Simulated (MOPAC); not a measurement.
**Run report: SnPN2H7 (charge +1), geometry relaxation (part 3 of 4)**

The same run, continued: SnPN2H7, charge +1, multiplicity 2; PM6, unrestricted (MOPAC 23.2.5). The starting geometry was optimised with PM6.

Geometry of the input (Å):
```
N  -1.2110  1.1813  0.7655
P  -0.8012  -0.5404  0.4153
N  0.5864  -0.9585  1.4900
Sn 0.3041  -0.3619  -1.8006
H  -0.4285  1.8077  0.9518
H  -1.8855  1.2954  1.5254
H  0.3026  -1.3075  2.4081
H  1.2833  -0.2295  1.6396
H  -0.8934  0.1576  -2.8933
H  0.8727  -1.9210  -2.1800
H  1.5826  0.7584  -1.7021
```

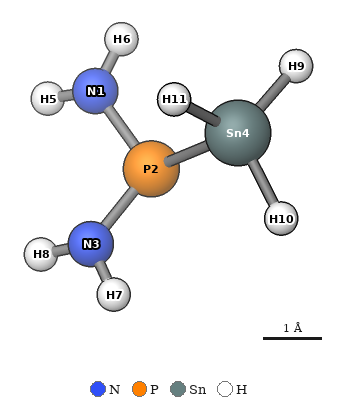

Fig. 1: The geometry at step 42 of the log (ball-and-stick view, seen at a tilt; atoms are numbered from 1 in the order of the input).

Trajectory as extended XYZ, continued
```
11
Properties=species:S:1:pos:R:3:forces:R:3 step=29 energy=7.34321
N    -1.1215    1.2478    0.8945   -0.2631  -0.0254   0.1070
P    -0.6046   -0.3473    0.4473   -0.0175   0.0151  -0.0049
N     0.6580   -0.8646    1.5403   -0.3139   0.1478   0.4088
Sn    0.2638   -0.4373   -1.9017   -0.0002   0.1233   0.0353
H    -0.9473    1.5871    1.8603   -0.1027  -0.0793  -0.2117
H    -2.0682    1.5715    0.5775    0.4976  -0.0930   0.0195
H     0.6541   -1.8741    1.7980    0.1535   0.1481  -0.1741
H     0.7546   -0.3180    2.4241    0.0839  -0.1987  -0.1823
H    -1.0760    0.0200   -2.8386   -0.0841  -0.0189   0.0040
H     0.8039   -2.0395   -2.0861   -0.0241   0.0045   0.0698
H     1.4597    0.7645   -1.7349    0.0705  -0.0236  -0.0714
11
Properties=species:S:1:pos:R:3:forces:R:3 step=30 energy=7.32345
N    -1.1122    1.2416    0.8960   -0.4101  -0.0707  -0.2111
P    -0.6101   -0.3576    0.4469    0.0735   0.0786   0.0496
N     0.6487   -0.8559    1.5511   -0.2295  -0.1551   0.2003
Sn    0.2619   -0.4313   -1.9035    0.0571  -0.0398   0.0938
H    -0.9439    1.5702    1.8544   -0.0872   0.0457   0.0481
H    -2.0490    1.5831    0.5588    0.5583  -0.1134   0.0863
H     0.6836   -1.8715    1.7931    0.1117   0.2333  -0.2148
H     0.7465   -0.3254    2.4335    0.0333  -0.0390  -0.0351
H    -1.0777    0.0171   -2.8414   -0.1210  -0.0168  -0.0186
H     0.8032   -2.0404   -2.0544   -0.0532   0.0711   0.0325
H     1.4692    0.7608   -1.7683    0.0672   0.0062  -0.0310
11
Properties=species:S:1:pos:R:3:forces:R:3 step=31 energy=7.30251
N    -1.0960    1.2391    0.8828   -0.4435  -0.0056  -0.0832
P    -0.6122   -0.3698    0.4507    0.1180   0.1392   0.0682
N     0.6438   -0.8481    1.5610   -0.1270  -0.4699   0.1853
Sn    0.2546   -0.4246   -1.8992    0.1402  -0.1001   0.0583
H    -0.9728    1.5447    1.8617   -0.1475   0.0737  -0.1040
H    -2.0060    1.6030    0.4942    0.5748  -0.1157   0.1932
H     0.7459   -1.8782    1.7523    0.0574   0.4730  -0.2305
H     0.7213   -0.3521    2.4640   -0.0220  -0.0176  -0.0588
H    -1.0796    0.0237   -2.8479   -0.1065  -0.0592   0.0081
H     0.8014   -2.0376   -2.0017   -0.0718   0.1010  -0.0413
H     1.4711    0.7644   -1.8013    0.0279  -0.0187   0.0046
11
Properties=species:S:1:pos:R:3:forces:R:3 step=32 energy=7.28406
N    -1.0887    1.2333    0.8718   -0.2563  -0.0069  -0.0629
P    -0.6080   -0.3762    0.4539    0.1212   0.1094   0.1025
N     0.6320   -0.8505    1.5766   -0.0015  -0.3893  -0.0505
Sn    0.2499   -0.4176   -1.8970    0.2386  -0.0792   0.0029
H    -0.9941    1.5463    1.8427   -0.0612   0.1057   0.1232
H    -1.9705    1.6020    0.4666    0.2163   0.0241   0.0078
H     0.7837   -1.8697    1.7239    0.0596   0.2048  -0.1687
H     0.7180   -0.3826    2.4850   -0.1026   0.1189   0.0584
H    -1.0855    0.0263   -2.8496   -0.0865  -0.0971   0.0406
H     0.7970   -2.0331   -1.9555   -0.0722   0.0949  -0.1067
H     1.4776    0.7699   -1.8504   -0.0552  -0.0854   0.0535
11
Properties=species:S:1:pos:R:3:forces:R:3 step=33 energy=7.26548
N    -1.0800    1.2347    0.8663   -0.2947   0.0994   0.0747
P    -0.6106   -0.3803    0.4594    0.1222   0.1194   0.0803
N     0.6334   -0.8474    1.5779   -0.0047  -0.3717  -0.0248
Sn    0.2451   -0.4201   -1.8903    0.1612   0.0724  -0.0570
H    -1.0384    1.5381    1.8517   -0.0746   0.0405  -0.0756
H    -1.9242    1.6332    0.4060    0.2642  -0.0286   0.0901
H     0.8452   -1.8656    1.6680    0.0241   0.3346  -0.0731
H     0.6931   -0.4015    2.5046   -0.0840  -0.0260  -0.0386
H    -1.0804    0.0370   -2.8554   -0.0573  -0.1322   0.0824
H     0.7972   -2.0272   -1.9621   -0.0335  -0.0180  -0.1089
H     1.4617    0.7777   -1.8373   -0.0228  -0.0899   0.0505
11
Properties=species:S:1:pos:R:3:forces:R:3 step=34 energy=7.24257
N    -1.0800    1.2362    0.8691   -0.1585   0.1499   0.1936
P    -0.6114   -0.3772    0.4645    0.0589   0.0478  -0.0148
N     0.6304   -0.8483    1.5771   -0.0184  -0.0302   0.0259
Sn    0.2439   -0.4259   -1.8849    0.0220   0.1054  -0.0534
H    -1.0854    1.5400    1.8588   -0.0511  -0.0377  -0.1671
H    -1.8705    1.6679    0.3598    0.1306  -0.0147   0.0474
H     0.9098   -1.8452    1.6057    0.0230   0.1819   0.0532
H     0.6695   -0.4181    2.5172   -0.0270  -0.1893  -0.1131
H    -1.0793    0.0359   -2.8489   -0.0806  -0.1138   0.0663
H     0.7964   -2.0256   -2.0033    0.0026  -0.0930  -0.0628
H     1.4424    0.7797   -1.8090    0.0986  -0.0063   0.0248
11
Properties=species:S:1:pos:R:3:forces:R:3 step=36 energy=7.22000
N    -1.0882    1.2373    0.8861    0.0043   0.0862   0.0204
P    -0.6052   -0.3664    0.4662    0.0079   0.0158  -0.0353
N     0.6100   -0.8519    1.5893    0.1184   0.0378   0.0178
Sn    0.2462   -0.4289   -1.8860    0.0081  -0.0351   0.0231
H    -1.1387    1.5358    1.8715   -0.0718  -0.0576  -0.1083
H    -1.8001    1.7135    0.3124    0.0396   0.0042   0.0868
H     1.0054   -1.8041    1.5403   -0.0512   0.1313   0.0654
H     0.6342   -0.4664    2.5460   -0.0452  -0.1748  -0.0913
H    -1.1046   -0.0026   -2.8226   -0.1040  -0.0337   0.0115
H     0.7877   -2.0342   -2.0454   -0.0054   0.0118   0.0076
H     1.4456    0.7753   -1.8282    0.0993   0.0140   0.0023
11
Properties=species:S:1:pos:R:3:forces:R:3 step=37 energy=7.21648
N    -1.0980    1.2409    0.8929    0.2781  -0.0983   0.0550
P    -0.5967   -0.3554    0.4645   -0.0235  -0.0387   0.0113
N     0.6002   -0.8614    1.5952    0.0508   0.3578   0.0248
Sn    0.2496   -0.4283   -1.8884   -0.0507  -0.0242   0.0045
H    -1.1587    1.5379    1.8738   -0.0756  -0.0510  -0.0102
H    -1.7820    1.7208    0.3093   -0.1744   0.1480  -0.0707
H     1.0326   -1.7798    1.5266    0.0568  -0.2256  -0.0391
H     0.6215   -0.5028    2.5577   -0.0918  -0.0706  -0.0121
H    -1.1325   -0.0356   -2.7989   -0.0267   0.0022   0.0196
H     0.7790   -2.0369   -2.0502    0.0159   0.0003   0.0252
H     1.4597    0.7688   -1.8562    0.0411   0.0001  -0.0084
11
Properties=species:S:1:pos:R:3:forces:R:3 step=38 energy=7.21478
N    -1.0950    1.2413    0.8927    0.0882   0.0333  -0.1151
P    -0.5938   -0.3545    0.4660    0.0037   0.0137   0.0692
N     0.5933   -0.8612    1.6013    0.3186  -0.1355   0.0262
Sn    0.2476   -0.4269   -1.8860   -0.0566   0.0099  -0.0245
H    -1.1979    1.5276    1.8744   -0.0899  -0.0420  -0.0738
H    -1.7397    1.7473    0.2666    0.0082   0.0014   0.1673
H     1.0936   -1.7644    1.4836   -0.2146   0.2771   0.0571
H     0.5944   -0.5440    2.5821   -0.1032  -0.1067  -0.1414
H    -1.1480   -0.0493   -2.7866    0.0221   0.0049   0.0316
H     0.7741   -2.0361   -2.0392    0.0321  -0.0248   0.0093
H     1.4631    0.7687   -1.8755   -0.0084  -0.0312  -0.0059
11
Properties=species:S:1:pos:R:3:forces:R:3 step=39 energy=7.21008
N    -1.0914    1.2414    0.8856    0.0644   0.0442   0.0059
P    -0.5983   -0.3592    0.4667    0.0149  -0.0053  -0.0122
N     0.6042   -0.8599    1.5940    0.0966   0.1382   0.0235
Sn    0.2466   -0.4266   -1.8847    0.0071  -0.0381   0.0031
H    -1.1791    1.5305    1.8689   -0.0709  -0.0378  -0.0638
H    -1.7668    1.7339    0.2837    0.0109   0.0001   0.0880
H     1.0553   -1.7778    1.5097   -0.0359  -0.0109  -0.0134
H     0.6078   -0.5228    2.5649   -0.0756  -0.0766  -0.0274
H    -1.1339   -0.0325   -2.7946   -0.0480  -0.0020   0.0006
H     0.7794   -2.0354   -2.0349    0.0120   0.0033   0.0012
H     1.4581    0.7708   -1.8563    0.0246  -0.0149  -0.0055
11
Properties=species:S:1:pos:R:3:forces:R:3 step=40 energy=7.20788
N    -1.0918    1.2436    0.8842    0.1054   0.0068   0.0420
P    -0.5958   -0.3572    0.4665   -0.0049   0.0010   0.0155
N     0.6055   -0.8607    1.5940    0.1012   0.1446   0.0487
Sn    0.2466   -0.4263   -1.8846   -0.0087  -0.0418  -0.0095
H    -1.1903    1.5303    1.8666   -0.0564  -0.0406  -0.0447
H    -1.7634    1.7343    0.2812   -0.0343   0.0282   0.0357
H     1.0598   -1.7764    1.5019   -0.0364  -0.0157  -0.0124
H     0.6013   -0.5374    2.5706   -0.0789  -0.0719  -0.0583
H    -1.1408   -0.0365   -2.7873   -0.0259  -0.0020   0.0011
H     0.7780   -2.0359   -2.0283    0.0144  -0.0012  -0.0066
H     1.4596    0.7691   -1.8583    0.0244  -0.0075  -0.0116
11
Properties=species:S:1:pos:R:3:forces:R:3 step=41 energy=7.20216
N    -1.0879    1.2538    0.8790    0.0148   0.0071   0.0477
P    -0.5929   -0.3506    0.4670    0.0400   0.0201   0.0485
N     0.6195   -0.8576    1.5878   -0.0253   0.1332   0.0552
Sn    0.2467   -0.4269   -1.8809   -0.0749   0.0295  -0.0615
H    -1.2513    1.5187    1.8564    0.0108  -0.0284   0.0634
H    -1.7437    1.7534    0.2638    0.0007  -0.0261  -0.0241
H     1.0858   -1.7634    1.4592   -0.0126  -0.0265   0.0021
H     0.5577   -0.6129    2.5858   -0.0403  -0.0301  -0.0672
H    -1.1714   -0.0542   -2.7522    0.0988  -0.0042   0.0067
H     0.7744   -2.0372   -2.0072    0.0282  -0.0401  -0.0321
H     1.4688    0.7634   -1.8599   -0.0403  -0.0344  -0.0386
11
Properties=species:S:1:pos:R:3:forces:R:3 step=42 energy=7.20069
N    -1.0890    1.2526    0.8827    0.0280   0.0036   0.0418
P    -0.5930   -0.3502    0.4667    0.0243   0.0245   0.0161
N     0.6169   -0.8553    1.5894    0.0329   0.0555  -0.0079
Sn    0.2474   -0.4277   -1.8824   -0.0546  -0.0091  -0.0342
H    -1.2428    1.5175    1.8620    0.0013  -0.0281   0.0472
H    -1.7483    1.7514    0.2714   -0.0075  -0.0132  -0.0206
H     1.0793   -1.7658    1.4666   -0.0256   0.0082   0.0002
H     0.5609   -0.6033    2.5828   -0.0523  -0.0098   0.0093
H    -1.1660   -0.0534   -2.7570    0.0596   0.0037  -0.0049
H     0.7756   -2.0385   -2.0167    0.0179  -0.0132  -0.0168
H     1.4685    0.7623   -1.8648   -0.0242  -0.0220  -0.0303
11
Properties=species:S:1:pos:R:3:forces:R:3 step=43 energy=7.19870
N    -1.0912    1.2536    0.8907    0.0041   0.0086   0.0373
P    -0.5911   -0.3459    0.4659    0.0268   0.0313   0.0012
N     0.6164   -0.8507    1.5915    0.0635  -0.0253   0.0267
Sn    0.2488   -0.4302   -1.8853   -0.0282  -0.0608   0.0031
H    -1.2429    1.5117    1.8750    0.0020  -0.0368  -0.0289
H    -1.7560    1.7510    0.2815    0.0200  -0.0193   0.0212
H     1.0701   -1.7684    1.4728   -0.0329   0.0528  -0.0075
H     0.5545   -0.6049    2.5875   -0.0585   0.0047  -0.0281
H    -1.1600   -0.0545   -2.7616    0.0023   0.0151  -0.0241
H     0.7775   -2.0421   -2.0330   -0.0007   0.0310   0.0131
H     1.4684    0.7592   -1.8800    0.0017  -0.0014  -0.0141
11
Properties=species:S:1:pos:R:3:forces:R:3 step=45 energy=7.19674
N    -1.0925    1.2558    0.9029   -0.0226  -0.0118   0.0043
P    -0.5868   -0.3374    0.4622    0.0524   0.0060  -0.0004
N     0.6187   -0.8434    1.5929    0.0150  -0.0603  -0.0020
Sn    0.2504   -0.4334   -1.8892   -0.0505  -0.0090  -0.0120
H    -1.2512    1.4932    1.8914   -0.0009  -0.0018  -0.0282
H    -1.7642    1.7517    0.2993    0.0278  -0.0016   0.0319
H     1.0594   -1.7676    1.4737   -0.0053   0.0486  -0.0021
H     0.5289   -0.6179    2.5914   -0.0305   0.0171  -0.0029
H    -1.1612   -0.0612   -2.7647    0.0221   0.0089  -0.0088
H     0.7792   -2.0442   -2.0320   -0.0008  -0.0007   0.0198
H     1.4753    0.7505   -1.9043   -0.0067   0.0046   0.0005
11
Properties=species:S:1:pos:R:3:forces:R:3 step=46 energy=7.19614
N    -1.0929    1.2558    0.9059   -0.0285  -0.0054  -0.0136
P    -0.5835   -0.3346    0.4611    0.0406  -0.0069   0.0029
N     0.6187   -0.8432    1.5947   -0.0116  -0.0207   0.0034
Sn    0.2498   -0.4339   -1.8907   -0.0393   0.0058  -0.0174
H    -1.2570    1.4875    1.8943   -0.0020   0.0075  -0.0123
H    -1.7625    1.7542    0.3014    0.0352  -0.0079   0.0355
H     1.0622   -1.7645    1.4725    0.0072   0.0238   0.0017
H     0.5182   -0.6240    2.5942   -0.0154   0.0058  -0.0111
H    -1.1618   -0.0626   -2.7674    0.0288   0.0035  -0.0022
H     0.7795   -2.0449   -2.0251   -0.0022  -0.0073   0.0123
H     1.4768    0.7483   -1.9111   -0.0128   0.0019   0.0008
11
Properties=species:S:1:pos:R:3:forces:R:3 step=47 energy=7.19552
N    -1.0932    1.2552    0.9093   -0.0169  -0.0068  -0.0007
P    -0.5787   -0.3319    0.4598    0.0107  -0.0115  -0.0002
N     0.6175   -0.8430    1.5980   -0.0254   0.0085   0.0019
Sn    0.2484   -0.4344   -1.8928   -0.0081   0.0046  -0.0091
H    -1.2660    1.4799    1.8977    0.0008   0.0131  -0.0060
H    -1.7553    1.7598    0.3031    0.0243  -0.0081   0.0189
H     1.0716   -1.7576    1.4702    0.0083   0.0124   0.0092
H     0.5031   -0.6324    2.5983    0.0051  -0.0092  -0.0119
H    -1.1610   -0.0634   -2.7724    0.0203  -0.0013  -0.0013
H     0.7800   -2.0460   -2.0149   -0.0074  -0.0064   0.0000
H     1.4773    0.7456   -1.9180   -0.0117   0.0047  -0.0007
11
Properties=species:S:1:pos:R:3:forces:R:3 step=48 energy=7.19528
N    -1.0933    1.2539    0.9111   -0.0110   0.0044  -0.0167
P    -0.5776   -0.3317    0.4594   -0.0063  -0.0118   0.0023
N     0.6155   -0.8430    1.5997   -0.0110   0.0168  -0.0014
Sn    0.2478   -0.4347   -1.8936    0.0078   0.0100  -0.0046
H    -1.2679    1.4787    1.8984    0.0005   0.0080   0.0094
H    -1.7493    1.7639    0.3032    0.0207  -0.0135   0.0133
H     1.0791   -1.7520    1.4702    0.0041   0.0040   0.0050
H     0.4995   -0.6336    2.5996    0.0029  -0.0099  -0.0041
H    -1.1591   -0.0629   -2.7764    0.0114  -0.0024  -0.0001
H     0.7801   -2.0461   -2.0139   -0.0076  -0.0076  -0.0019
H     1.4764    0.7457   -1.9188   -0.0116   0.0019  -0.0013
11
Properties=species:S:1:pos:R:3:forces:R:3 step=49 energy=7.19517
N    -1.0928    1.2532    0.9115    0.0017  -0.0023   0.0047
P    -0.5781   -0.3326    0.4594   -0.0098  -0.0032  -0.0027
N     0.6142   -0.8424    1.6003    0.0035   0.0075   0.0009
Sn    0.2474   -0.4349   -1.8937    0.0143  -0.0006   0.0027
H    -1.2695    1.4779    1.8990    0.0030   0.0029  -0.0010
H    -1.7431    1.7671    0.3025    0.0044  -0.0065  -0.0008
H     1.0859   -1.7471    1.4693   -0.0048   0.0085   0.0017
H     0.4974   -0.6349    2.6003    0.0010  -0.0084  -0.0002
H    -1.1575   -0.0625   -2.7785    0.0016  -0.0011  -0.0026
H     0.7801   -2.0464   -2.0146   -0.0090  -0.0016  -0.0013
H     1.4753    0.7460   -1.9178   -0.0058   0.0049  -0.0014
11
Properties=species:S:1:pos:R:3:forces:R:3 step=50 energy=7.19514
N    -1.0924    1.2529    0.9120    0.0001   0.0005  -0.0010
P    -0.5788   -0.3330    0.4593   -0.0055  -0.0008   0.0022
N     0.6138   -0.8418    1.6003    0.0071   0.0050   0.0039
Sn    0.2474   -0.4350   -1.8937    0.0128   0.0020   0.0029
H    -1.2699    1.4782    1.8991    0.0046  -0.0013   0.0010
H    -1.7409    1.7681    0.3023    0.0010  -0.0044  -0.0030
H     1.0880   -1.7449    1.4687   -0.0037   0.0029  -0.0015
H     0.4972   -0.6357    2.6006   -0.0030  -0.0045  -0.0026
H    -1.1569   -0.0624   -2.7793    0.0003  -0.0010  -0.0018
H     0.7798   -2.0466   -2.0160   -0.0080  -0.0014   0.0005
H     1.4748    0.7465   -1.9175   -0.0057   0.0029  -0.0006
11
Properties=species:S:1:pos:R:3:forces:R:3 step=51 energy=7.19513
N    -1.0921    1.2530    0.9118   -0.0013  -0.0009   0.0012
P    -0.5794   -0.3334    0.4595   -0.0007   0.0005   0.0011
N     0.6141   -0.8415    1.6000    0.0054   0.0030   0.0037
Sn    0.2475   -0.4350   -1.8935    0.0079   0.0010   0.0018
H    -1.2699    1.4784    1.8989    0.0051  -0.0014  -0.0010
H    -1.7404    1.7679    0.3019   -0.0013  -0.0007  -0.0038
H     1.0880   -1.7445    1.4682   -0.0009   0.0001  -0.0022
H     0.4974   -0.6362    2.6004   -0.0039  -0.0024  -0.0013
H    -1.1566   -0.0622   -2.7794    0.0012  -0.0013  -0.0009
H     0.7795   -2.0467   -2.0163   -0.0072  -0.0006   0.0010
H     1.4744    0.7469   -1.9173   -0.0043   0.0028   0.0003
11
Properties=species:S:1:pos:R:3:forces:R:3 step=52 energy=7.19512
N    -1.0917    1.2531    0.9116   -0.0056  -0.0019   0.0002
P    -0.5800   -0.3338    0.4597    0.0065   0.0029  -0.0003
N     0.6144   -0.8411    1.5998    0.0012   0.0002   0.0037
Sn    0.2476   -0.4350   -1.8931    0.0027   0.0003  -0.0002
H    -1.2708    1.4783    1.8986    0.0053  -0.0004  -0.0025
H    -1.7390    1.7681    0.3007   -0.0015   0.0009  -0.0008
H     1.0893   -1.7435    1.4667    0.0004  -0.0008  -0.0006
H     0.4966   -0.6379    2.6005   -0.0028  -0.0018  -0.0023
H    -1.1564   -0.0622   -2.7795    0.0022  -0.0017   0.0004
H     0.7787   -2.0469   -2.0162   -0.0056   0.0003   0.0012
H     1.4738    0.7476   -1.9173   -0.0028   0.0020   0.0013
11
Properties=species:S:1:pos:R:3:forces:R:3 step=53 energy=7.19511
N    -1.0918    1.2531    0.9116   -0.0047  -0.0018  -0.0024
P    -0.5797   -0.3336    0.4597    0.0049   0.0011  -0.0008
N     0.6145   -0.8412    1.5999    0.0010   0.0003   0.0025
Sn    0.2476   -0.4350   -1.8932    0.0018   0.0011  -0.0001
H    -1.2710    1.4784    1.8984    0.0048   0.0005   0.0008
H    -1.7392    1.7678    0.3006   -0.0023   0.0023  -0.0010
H     1.0890   -1.7437    1.4666    0.0019  -0.0019   0.0001
H     0.4962   -0.6386    2.6007   -0.0029  -0.0011  -0.0018
H    -1.1564   -0.0624   -2.7796    0.0021  -0.0019   0.0008
H     0.7783   -2.0470   -2.0157   -0.0046  -0.0003   0.0006
H     1.4735    0.7478   -1.9178   -0.0020   0.0017   0.0013
11
Properties=species:S:1:pos:R:3:forces:R:3 step=55 energy=7.19510
N    -1.0923    1.2531    0.9115    0.0002  -0.0039  -0.0049
P    -0.5788   -0.3330    0.4597   -0.0007  -0.0024  -0.0014
N     0.6147   -0.8415    1.6003    0.0006   0.0016  -0.0006
Sn    0.2476   -0.4349   -1.8933    0.0010   0.0004  -0.0006
H    -1.2704    1.4783    1.8983    0.0017   0.0045   0.0044
H    -1.7400    1.7674    0.3004   -0.0020   0.0020   0.0013
H     1.0885   -1.7443    1.4666    0.0024  -0.0014   0.0002
H     0.4953   -0.6400    2.6011   -0.0027  -0.0003   0.0010
H    -1.1563   -0.0632   -2.7799   -0.0005  -0.0004   0.0003
H     0.7766   -2.0475   -2.0146   -0.0007  -0.0007  -0.0003
H     1.4728    0.7486   -1.9185    0.0006   0.0006   0.0007
11
Properties=species:S:1:pos:R:3:forces:R:3 step=56 energy=7.19509
N    -1.0923    1.2528    0.9116    0.0005   0.0005   0.0005
P    -0.5792   -0.3333    0.4595   -0.0003  -0.0007   0.0007
N     0.6145   -0.8410    1.6002    0.0039  -0.0027   0.0030
Sn    0.2478   -0.4349   -1.8934   -0.0002  -0.0002   0.0011
H    -1.2692    1.4786    1.8986    0.0025   0.0013   0.0005
H    -1.7396    1.7683    0.3012   -0.0025  -0.0007  -0.0014
H     1.0892   -1.7436    1.4670   -0.0007   0.0018  -0.0013
H     0.4950   -0.6396    2.6012   -0.0035   0.0000  -0.0023
H    -1.1563   -0.0636   -2.7800   -0.0012   0.0013  -0.0006
H     0.7760   -2.0478   -2.0151    0.0010  -0.0002   0.0002
H     1.4727    0.7489   -1.9174    0.0004  -0.0006  -0.0006
```
